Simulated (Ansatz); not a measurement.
**Profile along the C–Ta line in TaC (rock salt)**

TaC (rock salt)

```cif
data_CTa
_chemical_formula_sum 'C1 Ta1'
_space_group_name_H-M_alt 'P 1'
_space_group_IT_number 1
_cell_length_a 3.16493
_cell_length_b 3.16493
_cell_length_c 3.16493
_cell_angle_alpha 60.000
_cell_angle_beta 60.000
_cell_angle_gamma 60.000
loop_
_space_group_symop_operation_xyz
  'x, y, z'
loop_
_atom_site_label
_atom_site_type_symbol
_atom_site_fract_x
_atom_site_fract_y
_atom_site_fract_z
_atom_site_occupancy
C1 C 0.00000 0.00000 0.00000 1
Ta1 Ta 0.50000 0.50000 0.50000 1
```

Fields along a shortest C–Ta line of a {100} plane (2.24 Å), from C to Ta, interpolated on the slice's grid (step about 0.1 Å). The numbers are results of PBE (plane waves to 420 eV, PAW, scalar-relativistic; Ansatz, an electronic-structure program), not measurements. k mesh 18×18×18. Inside the PAW spheres the values are not all-electron values, and peaks at nuclei hang on which shells count as valence. Spin-orbit coupling is left out, though Ta is heavy. TaC is run without spin polarisation. TaC was relaxed with its symmetry unable to fall. The PAW data are Ansatz's earlier set.

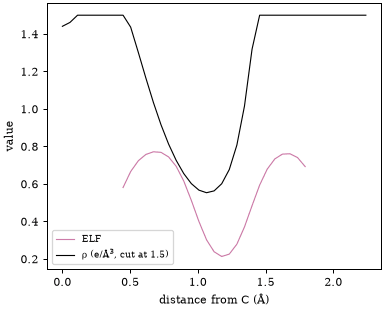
Figure. ELF (away from the nuclei) and valence density from C to Ta.

Density on the C–Ta line (2.24 Å) at its density minimum, 1.1 Å from C: 0.55 e/Å³. ELF at that point: 0.3.
